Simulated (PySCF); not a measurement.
## Electronic structure of C₂H₇BO₂Si (SMILES C=CB(O)O[SiH3]) in real space

```yaml
atoms:
  - { symbol: C, position_ang: [1.7803, 0.2904, -1.1678] }
  - { symbol: C, position_ang: [1.4144, -0.8048, -0.5160] }
  - { symbol: B, position_ang: [0.0613, -0.9825, 0.2668] }
  - { symbol: O, position_ang: [-0.0617, -2.0760, 1.0508] }
  - { symbol: O, position_ang: [-0.9606, -0.1090, 0.1884] }
  - { symbol: Si, position_ang: [-1.6663, 1.2197, -0.3789] }
  - { symbol: H, position_ang: [2.7227, 0.3741, -1.6874] }
  - { symbol: H, position_ang: [1.1426, 1.1602, -1.2037] }
  - { symbol: H, position_ang: [2.0941, -1.6476, -0.4993] }
  - { symbol: H, position_ang: [-0.8963, -2.1510, 1.5157] }
  - { symbol: H, position_ang: [-3.0637, 1.0610, 0.0263] }
  - { symbol: H, position_ang: [-1.0362, 2.3782, 0.2589] }
  - { symbol: H, position_ang: [-1.5352, 1.2878, -1.8363] }
```

Geometry: GFN2-xTB.

Theory: CAM-B3LYP/def2-SVPD, SCF density, gas phase in PySCF.

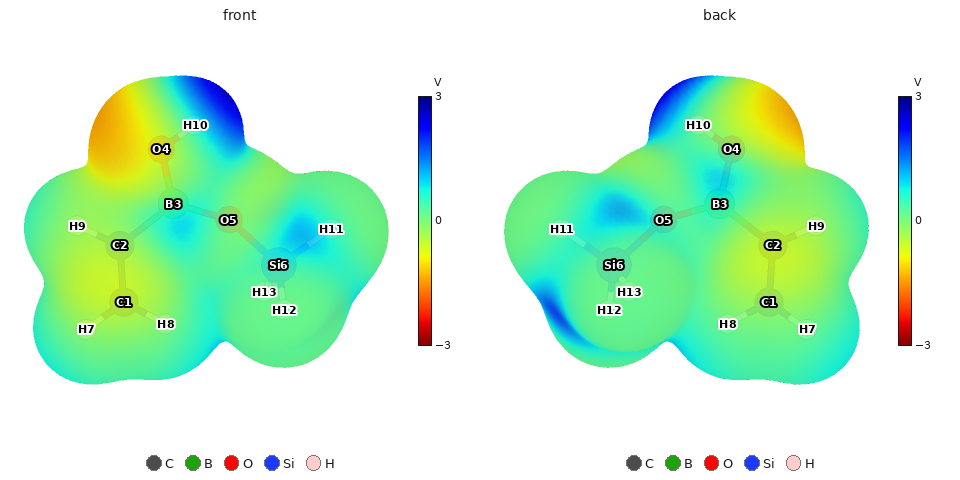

Figure 1. The molecular electrostatic potential painted on the density surface at 0.002 e/bohr³, seen from the front and from behind; the colour scale runs from red (negative) to blue (positive).

Which sites attract a positive test charge, and which a negative one?

Answer. A positive charge is drawn to the negative regions and a negative charge to the positive ones. The most negative region (about −1.4 V) lies over O4, the most positive (about +2.4 V) over H10. O4 is the likeliest acceptor of a hydrogen bond.

How polar is the molecule by this calculation?

Answer. Its dipole moment is 1.22 D.

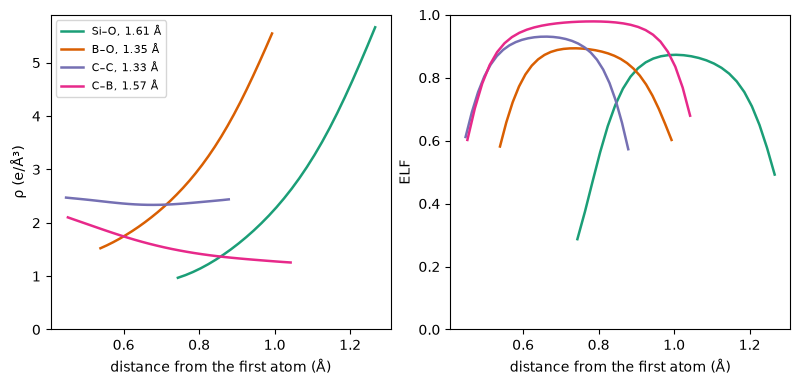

Figure 2. Total electron density and electron localisation function along straight lines between neighbouring atoms. The curves leave out the atomic cores.

Compare the contacts.

Answer. Si–O (1.61 Å): ρ at the midpoint is about 1.1 e/Å³; the ELF peaks at about 0.85 between the atoms, as expected for a polar covalent bond.
B–O (1.35 Å): the density is about 2.1 e/Å³ at the midpoint; the ELF peaks at about 0.90 between the atoms, as expected for a polar covalent bond.
C–C (1.33 Å): the density is about 2.3 e/Å³ at the midpoint; the ELF peaks at about 0.95 between the atoms: a short, multiple covalent bond.
C–B (1.57 Å): ρ at the midpoint is about 1.4 e/Å³; the ELF peaks at about 1 between the atoms: a covalent bond.
